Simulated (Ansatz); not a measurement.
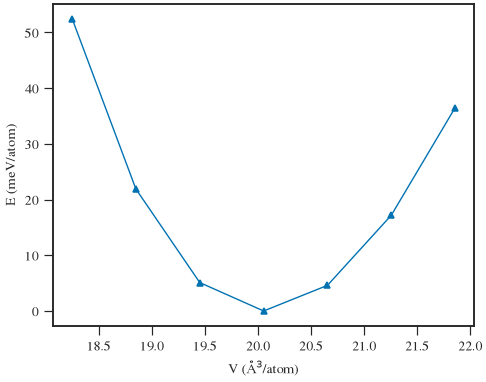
In3Co in space group P4_2/mnm (No. 136; In on 4c, In on 8j, Co on 4f) under volume change, PBEsol (plane waves, PAW; program Ansatz), shape and atoms relaxed at each volume.

What does a third-order Birch–Murnaghan fit give for V₀, B₀ and B′?

V₀ = 20.06 Å³/atom, B₀ = 85.7 GPa, B′ = 5.0.

The first step of the workflow began from a Materials Project structure, measured or hypothetical; the Crystallography Open Database files this formula in space group No. 136, but the cells were not matched. Its standing as an ambient phase is unchecked. The cell was relaxed with PBEsol under the symmetry of its start; its stability against distortions is not shown here. No spin polarisation was allowed.

Potentials: the later of the program's two PAW sets.
